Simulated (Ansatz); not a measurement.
# CHFO (SMILES O=CF) at 6 levels

We compute a comparison of 6 runs (HSE06/STO-3G, UB3LYP/STO-3G, UMP2/STO-3G, CCSDT(Q)/STO-3G, CCSDT/STO-3G, CCSD(T)/STO-3G) of CHFO. 

The results are computed with Ansatz 0.2.0.

73 further runs of the same task are left out: 73 set aside as unsound or not needed.

**1. The system as given**

The species is CHFO (4 atoms), meant as a singlet with charge 0. As SMILES, `O=CF`. The H4–C2 distance was set to 2.196 Å, away from the relaxed value. At this shape a bond of the SMILES string is far longer than usual.

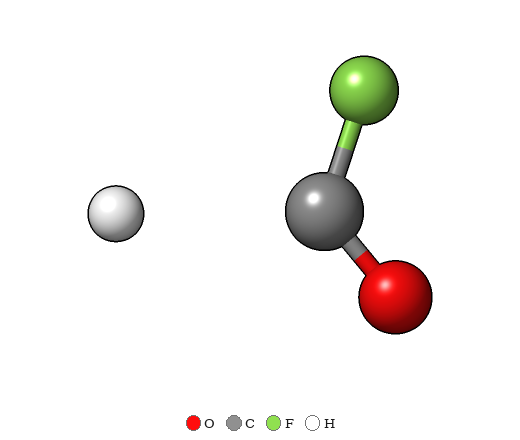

The structure, seen from a chosen angle (oxygen red, carbon grey, fluorine green, hydrogen white).

**2. The energy at HSE06/STO-3G (run 1)**

molecule.yaml

```yaml
crystal:
  periodic: [false, false, false]
  atoms:
    - {symbol: O, position_ang: [-1.294471, -0.552152, 1.524472]}
    - {symbol: C, position_ang: [-0.454531, -0.674832, 0.717422]}
    - {symbol: F, position_ang: [0.179579, -1.839032, 0.513142]}
    - {symbol: H, position_ang: [0.355050, 0.821510, -0.671560]}
basis:
  gaussian:
    orbitals: STO-3G
hamiltonian:
  xc: {name: HSE06}
accuracy: high
```

The run is started by

```sh
ansatz run molecule.yaml --threads 1 --pin off --max-ram 2610MiB --events-out events.jsonl --progress --plain --runs-dir runs
```

Standard output:

```text
Warning: RAYON_NUM_THREADS=1 ignored (pool sized by the plan → 1); use --threads N
Functional definition: HSE06
  name "HSE06"
  parameter a = 0.25
  parameter omega = 0.11/bohr
  exchange = pbe_x - a*pbe_x_sr(omega) + a*exact_x_sr(omega)
  correlation = pbe_c
273 factors; integrals over basis functions are off by at most 3.4e-8 eV
45 factors; integrals over basis functions are off by at most 3.2e-10 eV
mean field evaluation 1: about -5721.2253 eV, gradient 3.0e1 eV
mean field evaluation 2: about -5709.1076 eV, gradient 5.9e1 eV
mean field evaluation 4: about -5724.1850 eV, gradient 1.3e1 eV
mean field evaluation 8: about -5725.2107 eV, gradient 2.9e-1 eV
mean field evaluation 16: about -5725.2112 eV, gradient 7.1e-6 eV
mean field -5725.21117000 eV, -210.3976298099 hartree, gradient 5.5e-8 eV, S^2 0.000000; 0 other end points of the search recorded, 0 dependent functions left out
reference -5725.21117116 eV, -210.3976298527 hartree; 12, 12 occupied and 4, 4 virtual orbitals, 273 factors
Total energy: -5725.21117116 eV, -210.3976298527 hartree
```

It took 1 s on 1 thread of Arm Neoverse V1, shared host.

**3. A single-point energy at UB3LYP/STO-3G (run 2)**

molecule.yaml, as its differences from that of step 2:

```diff
@@ -10,4 +10,6 @@
     orbitals: STO-3G
+magnetization:
+  spin_polarized: true
 hamiltonian:
-  xc: {name: HSE06}
+  xc: {name: B3LYP}
 accuracy: high
```

The run is started by

```sh
ansatz run molecule.yaml --threads 1 --pin off --max-ram 2610MiB --events-out events.jsonl --progress --plain --runs-dir runs
```

Standard output:

```text
Warning: RAYON_NUM_THREADS=1 ignored (pool sized by the plan → 1); use --threads N
Functional definition: B3LYP
  name "B3LYP"
  parameter a0 = 0.2
  parameter ax = 0.72
  parameter ac = 0.81
  exchange = (1 - a0 - ax)*slater_x + ax*b88_x + a0*exact_x
  correlation = (1 - ac)*vwn_rpa_c + ac*lyp_c
273 factors; integrals over basis functions are off by at most 3.4e-8 eV
mean field evaluation 1: about -5725.9740 eV, gradient 2.2e1 eV
mean field evaluation 2: about -5713.6228 eV, gradient 4.3e1 eV
mean field evaluation 4: about -5729.5321 eV, gradient 8.9e0 eV
mean field evaluation 8: about -5730.3949 eV, gradient 1.6e-1 eV
mean field evaluation 16: about -5730.3952 eV, gradient 1.2e-6 eV
mean field evaluation 32: about -5730.7562 eV, gradient 2.9e-8 eV
mean field -5730.75619667 eV, -210.6014057816 hartree, gradient 2.9e-8 eV, S^2 0.607934; 3 other end points of the search recorded, 0 dependent functions left out
reference -5730.75621640 eV, -210.6014065068 hartree; 12, 12 occupied and 4, 4 virtual orbitals, 273 factors
Total energy: -5730.75621640 eV, -210.6014065068 hartree
```

It took 3.6 s on 1 thread of Arm Neoverse V1, shared host; peak memory 0.11 GiB.

Runs 3 to 5 aren't shown in full; the table further down has their settings and results.

**4. The energy at CCSD(T)/STO-3G (run 6)**

run.yaml

```yaml
crystal:
  periodic: [false, false, false]
  atoms:
    - {symbol: O, position_ang: [-1.294471, -0.552152, 1.524472]}
    - {symbol: C, position_ang: [-0.454531, -0.674832, 0.717422]}
    - {symbol: F, position_ang: [0.179579, -1.839032, 0.513142]}
    - {symbol: H, position_ang: [0.355050, 0.821510, -0.671560]}
basis:
  gaussian: {orbitals: STO-3G}
correlation: {method: ccsd_t, frozen_orbitals: {C: 1, F: 1, H: 0, O: 1}}
accuracy: high
scf: {omitted_lower_state_checks: [cluster_reference, increment]}
```

The run is started by

```sh
ansatz run run.yaml --threads 1 --pin off --max-ram 2610MiB --events-out events.jsonl --progress --plain --runs-dir runs
```

Standard output (excerpt; [...] marks lines left out):

```text
Warning: RAYON_NUM_THREADS=1 ignored (pool sized by the plan → 1); use --threads N
Functional definition: HF
  name "HF"
[...]
273 factors; integrals over basis functions are off by at most 3.4e-8 eV
[...]
mean field -5702.99751140 eV, -209.5812929135 hartree, gradient 1.3e-8 eV, S^2 0.000000; 0 other end points of the search recorded, 0 dependent functions left out; unrestricted orbitals would lower it
3 core orbitals not correlated: weight in the atoms' cores, before any rotation towards them, 1.000 or more for the frozen orbitals, at most 0.000 for the correlated occupied ones
reference -5702.99751140 eV, -209.5812929135 hartree; 9, 9 occupied and 4, 4 virtual orbitals, 273 factors
second order -5.47178587 eV of doubles, -0.00000000 eV of singles
cycle   1  -5.41865811 eV  change    -1.2e0 eV  update   1.4e-1
[...]
cycle  26  -6.83627009 eV  change  -8.8e-10 eV  update  4.2e-10
perturbative correction -0.58773489 eV, -0.0215988589 hartree
WARN: these amplitudes may be one of several solutions (largest doubles amplitude 0.47, level shift 5.80 eV)
Total energy: -5710.42151638 eV, -209.8541200643 hartree
Checks for a lower state left out: cluster_reference, increment
```

It took 0.16 s on 1 thread of Arm Neoverse V1, shared host.

**5. All runs side by side**

| run | level | frozen core orbitals | energy (Eh) | wall time |
| --- | --- | --- | --- | --- |
| 1 | HSE06/STO-3G | – | -210.397630 | 1 s |
| 2 | UB3LYP/STO-3G | – | -210.601407 | 3.6 s |
| 3 | UMP2/STO-3G | 3 | -209.808445 | 0.24 s |
| 4 | CCSDT(Q)/STO-3G | 3 | -209.854577 | 0.41 s |
| 5 | CCSDT/STO-3G | 3 | -209.853759 | 0.34 s |
| 6 | CCSD(T)/STO-3G | 3 | -209.854120 | 0.16 s |

**6. Outcome**

| quantity | value |
| --- | --- |
| run 6: total energy | -209.85412 Eh |
| run 6: correlation energy (3 core orbitals frozen) | -272.8 mEh |
| run 6: (T) correction | -21.60 mEh |
| run 6: T1 diagnostic | 0.017 |

Totals of different functionals can't be ranked against each other. In runs 4, 5, 6 the log says that unrestricted orbitals would lower the reference, so the values rest on an unstable closed-shell determinant (other closed-shell runs at this shape may share the fault). In runs 1, 2, 3, 4, 5, 6 the basis is minimal, so the values are rough. In runs 1, 6 a closed-shell determinant meets a far-stretched bond, which it describes badly. Spin contamination of the reference: run 3 ⟨S²⟩ = 0.97, run 2 ⟨S²⟩ = 0.61. Where it is this large, the reference is a mixture of spin states, and values that rest on it are in doubt. All runs together took 5.8 s, the longest 3.6 s.
